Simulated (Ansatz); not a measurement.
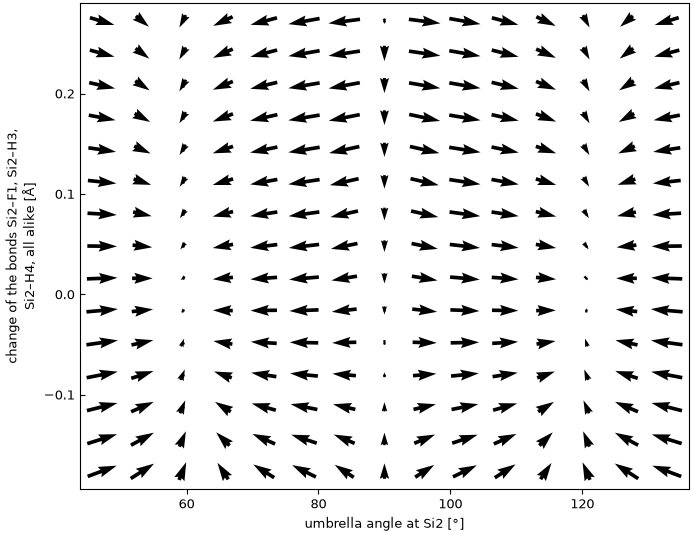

FH2Si, SMILES F[SiH2-], charge −1. First axis: umbrella angle at Si2 (between each of its bonds and their common axis; 90 is planar). Second axis: change of the bonds Si2–F1, Si2–H3, Si2–H4, all alike. Nothing is relaxed (all other coordinates rigid). The scan uses a 15 × 15 grid; 120 points were computed and 105 follow by symmetry. Points are written as (first, second). The restricted reference is unstable at some or all points, so the energies there are unreliable. Level of theory: RHF-MP2, frozen core/def2-TZVPD (Ansatz 0.2.0).

Drawn: dots at the grid points, arrows along the force (downhill), their lengths compressed.

Question: The arrows alone are given. Where are the wells?

Answer: The arrows converge at about (59°, 0.000 Å); about (121°, 0.00 Å) (read from the interpolated surface).

The energy map of the same scan:

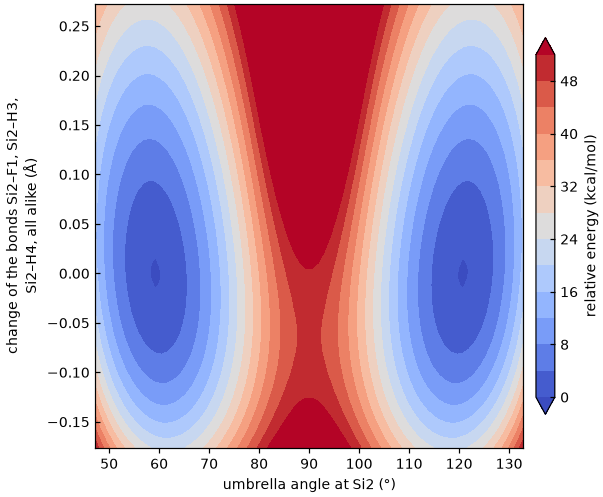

Energies are in kcal/mol, from the lowest grid point; between grid points the surface is interpolated.
